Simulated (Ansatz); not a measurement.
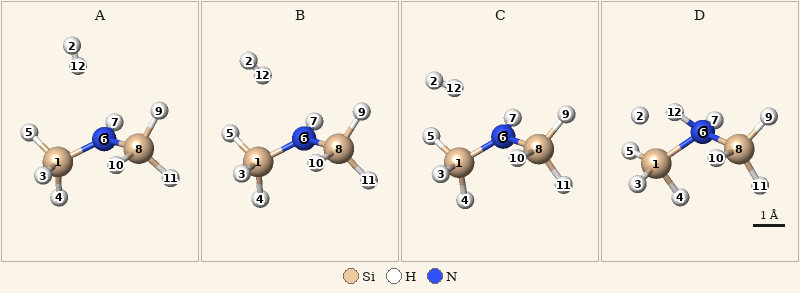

4 geometries from a converged minimum-energy path of Si2NH9, made up at the start of SiH₄ and SiNH5, shuffled. The picture is a ball-and-stick view, seen at a tilt.

The calculation used Ansatz, RKS PBE0-D4/6-31G*. Set-up: 5 movable images; climbing image; force threshold 0.05 eV/Å; iteration limit 60; starting path through a guess of the saddle point.

### Which frame is the top of the path?

D. In order along the path, whose images run from 0 to 6: D (image 2, +44.9 kcal/mol), C (image 4, −2.8 kcal/mol), B (image 5, −3.5 kcal/mol), A (image 6, −3.6 kcal/mol). Breaking: N6–H12 (1.01 → 1.21 at the top → 2.76 Å), Si1–H2 (1.49 → 1.88 at the top → 4.16 Å). Forming: H2–H12 (2.80 → 1.17 at the top → 0.75 Å), Si1–N6 (3.04 → 1.91 at the top → 1.74 Å).

Limits of the set-up: the start holds two separate molecules, 2.8 Å apart at their closest, whose relative position is a soft coordinate.

Cost: 6.3 min on 1 thread of Arm Neoverse V2, with other jobs on the host, peak memory 0.14 GiB.
